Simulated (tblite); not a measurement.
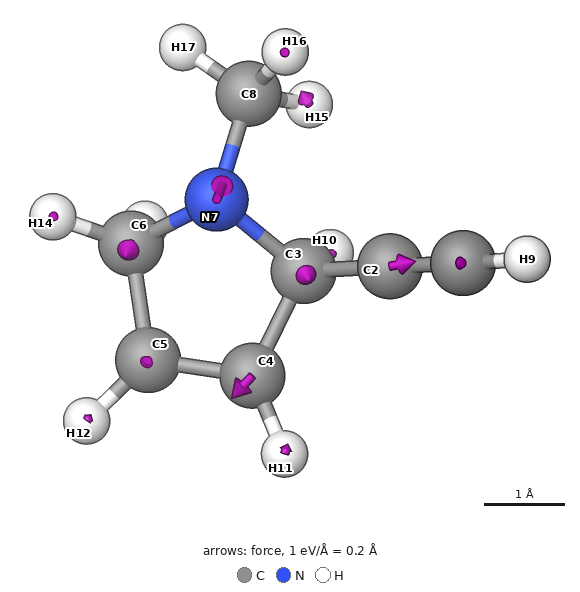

Starting geometry of C$_{7}$H$_{9}$N (charge +1, multiplicity 2) with the computed forces as purple arrows. The picture is a ball-and-stick view, seen at a tilt.

The calculation used tblite 0.8.0, GFN2-xTB geometry optimisation, gas phase. 

Q: Is this structure relaxed? If not, where do the atoms go?

A: It isn't relaxed: the largest force vector, on the N atom, is 3.65 eV/Å. The final displacements follow the starting forces only in part (cosine between the two patterns 0.35). The largest move after the best rigid fit is that of an H atom, 0.76 Å. By element the largest moves are H 0.76 Å, N 0.68 Å, C 0.27 Å. Some distances before and after: C–N 1.462 → 1.420 Å, C–H 1.124 → 1.093 Å, C–C 1.470 → 1.498 Å, C–C 1.432 → 1.458 Å. Bond angles that change, for instance: C–N–C 106.5° → 123.7°, C–N–C 112.8° → 124.5°, C–N–C 100.6° → 111.3°. The energy falls by 129.2 kJ/mol in 95 geometry steps. Cost: 0.57 s on 1 thread of Arm Neoverse V1 (shared host).
